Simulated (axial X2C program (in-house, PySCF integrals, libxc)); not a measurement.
**Linear FAsF⁺ at several levels**

How do method and spin–orbit coupling move the bonds and stretches of FAsF⁺, held linear?

Computed with an in-house X2C program for linear molecules on PySCF integrals. Level: all-electron X2C, two-component (2c) or spin-free, F dyall-av3z, As dyall-v3z.

All values are calculated.

2 further runs of the same task are left out: 2 set aside as unsound or not needed.

**1. Input**

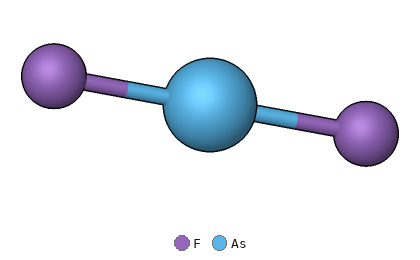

The atoms on one line, bonds 1.850 and 1.850 Å (fluorine purple, arsenic blue).

The input, task.json:

```json
{"zs": [9, 33, 9], "q": 1, "bas": ["dyall-av3z", "dyall-v3z", "dyall-av3z"], "r0": [1.85, 1.85], "symm": 1, "scan": ["PBE0", "HF", "BHandHLYP"], "levels": ["PBE0", "HF", "LDA"], "nst": 2}
```

Keys: zs atomic numbers; q charge; bas basis sets; r0 starting distance in Å; symm equal bonds; scan levels of the two-bond scan (MP2 follows by itself at each HF point); levels methods; nst determinants followed.

Command:

```console
$ python solin.py task.json out
```

Masses F 18.998, As 74.922, F 18.998 u.

**2. Scan at PBE0, 2c**

State: Ω = 0 (all partner blocks equally filled). Energies above the lowest point, from the job's result record:

```
r(F–As) (Å)  r(As–F) (Å)  E (meV)
     1.6819       1.6819    72.80
     1.6819       1.7250    32.26
     1.6819       1.7681    44.84
     1.7250       1.6819    32.26
     1.7250       1.7250     0.00
     1.7250       1.7681    20.48
     1.7250       1.8113    83.28
     1.7681       1.6819    44.84
     1.7681       1.7250    20.48
     1.7681       1.7681    48.48
     1.8113       1.7250    83.28
     1.8113       1.8113   195.17
```

A quadratic surface with cubic terms in each bond gives the minimum at 1.728 and 1.728 Å, force constants 4.46, 4.46 and coupling 0.65 mdyn/Å.

**3. Scan at HF, 2c**

State: Ω = 0 (all partner blocks equally filled). Energies above the lowest point, from the job's result record:

```
r(F–As) (Å)  r(As–F) (Å)  E (meV)
     1.6819       1.6819     0.00
     1.6819       1.7250     5.02
     1.6819       1.7681    60.48
     1.7250       1.6819     5.02
     1.7250       1.7250    20.55
     1.7250       1.7681    86.17
     1.7250       1.8113   191.76
     1.7681       1.6819    60.48
     1.7681       1.7250    86.17
     1.7681       1.7681   161.58
     1.8113       1.7250   191.76
     1.8113       1.8113   400.66
```

A quadratic surface with cubic terms in each bond gives the minimum at 1.696 and 1.696 Å, force constants 4.89, 4.89 and coupling 0.84 mdyn/Å.

**4. Scan at BHandHLYP, 2c**

State: Ω = 0 (all partner blocks equally filled). Energies above the lowest point, from the job's result record:

```
r(F–As) (Å)  r(As–F) (Å)  E (meV)
     1.6819       1.6819    30.93
     1.6819       1.7250    10.90
     1.6819       1.7681    43.26
     1.7250       1.6819    10.90
     1.7250       1.7250     0.00
     1.7250       1.7681    41.09
     1.7250       1.8113   123.89
     1.7681       1.6819    43.26
     1.7681       1.7250    41.09
     1.7681       1.7681    90.53
     1.8113       1.7250   123.89
     1.8113       1.8113   279.65
```

A quadratic surface with cubic terms in each bond gives the minimum at 1.713 and 1.713 Å, force constants 4.7, 4.7 and coupling 0.72 mdyn/Å.

**5. The levels side by side**

| level | r(F–As) (Å) | r(As–F) (Å) | lower stretch (cm⁻¹) | upper stretch (cm⁻¹) |
| --- | --- | --- | --- | --- |
| PBE0, 2c | 1.728 | 1.728 | 675.5 | 716.6 |
| HF, 2c | 1.696 | 1.696 | 715.5 | 738.2 |
| BHandHLYP, 2c | 1.713 | 1.713 | 695.9 | 732.6 |
| MP2, 2c | 1.730 | 1.730 | 675.9 | 730.2 |
| PBE0, spin-free | 1.728 | 1.728 | 675.7 | 716.8 |
| HF, spin-free | 1.696 | 1.696 | 715.6 | 738.2 |
| BHandHLYP, spin-free | 1.713 | 1.713 | 696.0 | 732.6 |
| MP2, spin-free | 1.730 | 1.730 | 676.0 | 730.3 |

Scans not shown above were run alike.

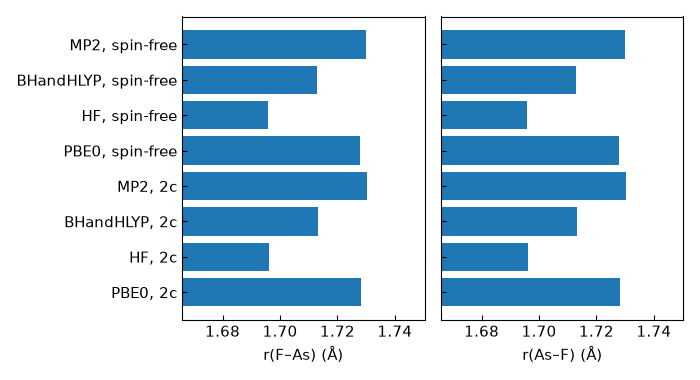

The two bond lengths by level.

**Reading.** Over the levels the F–As bond spans 1.696 to 1.730 Å and the As–F bond 1.696 to 1.730 Å. At PBE0 spin–orbit coupling leaves both bonds unchanged to 0.001 Å. Each state is one determinant, the lowest of a limited PBE0 search; the stretches come from a fit to few points and are good to some per cent at best. The stretches are sorted by size, and where the two bonds are alike the symmetric and antisymmetric modes can swap order between levels. MP2 freezes inner shells (threshold -2 hartree). The molecule was held linear; bending was not examined, so a bent shape may lie lower.
